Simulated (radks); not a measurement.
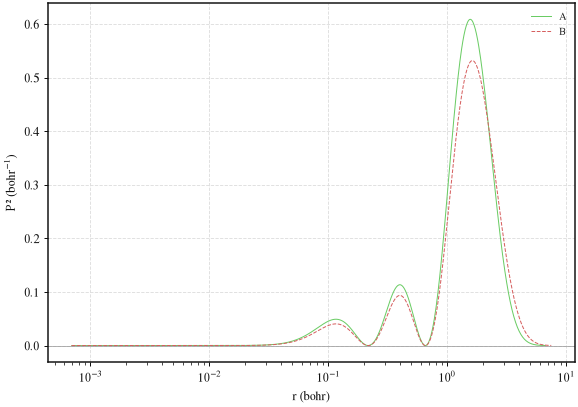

Two charge states of hafnium were computed: Hf²⁺ in [Xe] 4f14 5d2 (5d3/2: 2); Hf³⁺ in [Xe] 4f14 5d1 (5d3/2: 1). Computed with the in-house radial solver radks: Dirac Kohn-Sham, Slater X-alpha with alpha = 0.667, spin-unpolarised, spherical densities, finite nucleus.

The plot shows P² of the 5d3/2 orbital in both runs (large components where relativistic).

**Assign A and B.**

A is Hf³⁺ in [Xe] 4f14 5d1 (5d3/2: 1) (⟨r⟩ = 1.93 bohr, eigenvalue −26.4 eV); B is Hf²⁺ in [Xe] 4f14 5d2 (5d3/2: 2) (⟨r⟩ = 2.12 bohr, eigenvalue −15.9 eV). Fewer electrons screen less, so the orbital shrinks.
